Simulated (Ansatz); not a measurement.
## C₂H₂FSi: frequency calculation

- system: C₂H₂FSi, multiplicity 2
- method: HF/3-21G, UHF (Ansatz 0.2.0)

The geometry was optimised with HF/3-21G. Figures and captions count atoms from 1; the log counts them from 0 in places.

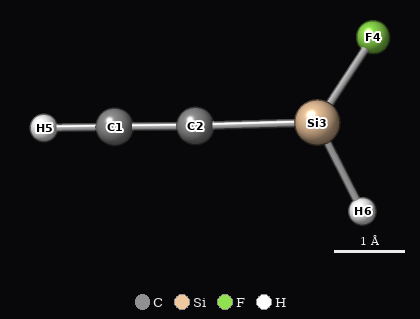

**Figure 1.** The structure as given in the input (ball-and-stick view, seen at a tilt; atoms are numbered from 1 in the order of the input).

## Summary

- outcome: converged
- total energy: −462.744057 hartree
- basis functions: 44
- largest force: 0.002 eV/Å
- ⟨S²⟩: 0.825
- zero-point energy: 0.032177 hartree
- dipole moment: 2.31 D
- wavenumbers, lowest and highest: 179 and 3628 cm⁻¹
- hardware: 1 thread of Arm Neoverse V2, 112 GiB of memory available, shared host
- wall time: 14 s
- peak memory: 0.096 GiB

## The input
```yaml
crystal:
  periodic: [false, false, false]
  atoms:
    - {symbol: C, position_ang: [0.117441, -0.677074, -1.619462]}
    - {symbol: C, position_ang: [0.162544, -0.212688, -0.512713]}
    - {symbol: Si, position_ang: [0.333036, 0.470113, 1.189083]}
    - {symbol: F, position_ang: [-0.492916, -0.426591, 2.277532]}
    - {symbol: H, position_ang: [0.081839, -1.079599, -2.591075]}
    - {symbol: H, position_ang: [-0.159944, 1.861739, 1.210436]}
basis:
  gaussian: {orbitals: 3-21G.json}
magnetization: {spin_polarized: true, initial_magnetization: 1}
hamiltonian: {xc: hf}
phonons: {temperatures: {t_min: 298.15, t_max: 298.15, t_step: 1}}
```

Launch command:
```bash
ansatz run run.yaml --threads 1 --pin off --max-ram 3480MiB --events-out events.jsonl --progress --plain --runs-dir runs
```

## Log
```
Functional definition: HF
  name "HF"
  exchange = exact_x
  correlation = 0
577 factors; integrals over basis functions are off by at most 7.4e-4 eV
mean field evaluation 1: about -12589.5887 eV, gradient 2.0e1 eV
mean field evaluation 2: about -12589.5960 eV, gradient 2.0e1 eV
mean field evaluation 4: about -12591.8324 eV, gradient 2.0e0 eV
mean field evaluation 8: about -12591.8942 eV, gradient 2.0e-1 eV
mean field evaluation 16: about -12591.9073 eV, gradient 1.5e-5 eV
mean field evaluation 32: about -12591.7484 eV, gradient 8.1e-1 eV
mean field -12591.90725744 eV, -462.7440566098 hartree, gradient 1.6e-5 eV, S^2 0.825211; 0 other end points of the search recorded, 0 dependent functions left out
the calculation of the forces begins
reference -12591.90725744 eV, -462.7440566098 hartree; 19, 18 occupied and 25, 26 virtual orbitals, 577 factors
these checks for a lower state are left out or cut short: stability, starts, cluster_reference, orbital_swaps, neighbouring_geometries, increment
577 factors; integrals over basis functions are off by at most 7.4e-4 eV
mean field -12591.90723101 eV, -462.7440556384 hartree, gradient 1.4e-6 eV, S^2 0.825129; 0 other end points of the search recorded, 0 dependent functions left out
[... from here on the field's lines of each further geometry are left out, up to the last ...]
the calculation of the forces begins
reference -12591.90724960 eV, -462.7440563215 hartree; 19, 18 occupied and 25, 26 virtual orbitals, 577 factors
these checks for a lower state are left out or cut short: stability, starts, cluster_reference, orbital_swaps, neighbouring_geometries, increment
577 factors; integrals over basis functions are off by at most 7.4e-4 eV
mean field -12591.90725017 eV, -462.7440563424 hartree, gradient 2.1e-6 eV, S^2 0.825215; 0 other end points of the search recorded, 0 dependent functions left out
the calculation of the forces begins
reference -12591.90725017 eV, -462.7440563424 hartree; 19, 18 occupied and 25, 26 virtual orbitals, 577 factors
Total energy: -12591.90725744 eV, -462.7440566098 hartree
Atom 0 at     0.117441    -0.677074    -1.619462 Å, force     0.001384     0.001011     0.000020 eV/Å
Atom 1 at     0.162544    -0.212688    -0.512713 Å, force    -0.000391    -0.001047     0.000103 eV/Å
Atom 2 at     0.333036     0.470113     1.189083 Å, force    -0.000085    -0.000810     0.000231 eV/Å
Atom 3 at    -0.492916    -0.426591     2.277532 Å, force     0.000205     0.000237    -0.000129 eV/Å
Atom 4 at     0.081839    -1.079599    -2.591075 Å, force    -0.000839    -0.000217    -0.000111 eV/Å
Atom 5 at    -0.159944     1.861739     1.210436 Å, force    -0.000275     0.000825    -0.000114 eV/Å
Dipole moment:     0.259986     0.135885    -0.380762 e Å
Vibrations: 179.37 321.99 434.65 660.46 744.63 875.30 919.53 964.56 977.66 2084.87 2332.76 3628.50 cm⁻¹, zero-point energy 0.875594 eV
```

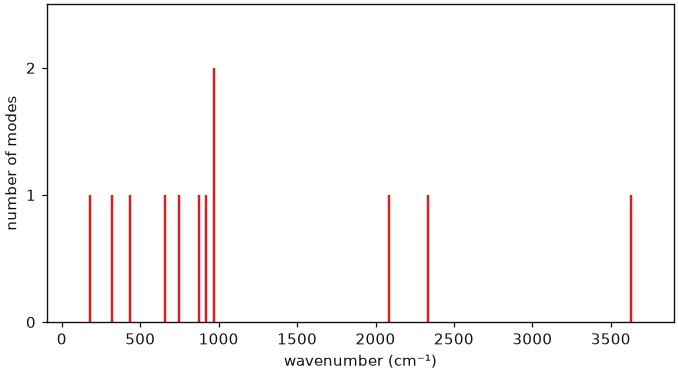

**Figure 2.** Harmonic vibrational wavenumbers from the force constants; neighbouring modes closer than 16 cm⁻¹ are counted in one stick. 12 modes from 179 to 3628 cm⁻¹, none imaginary.
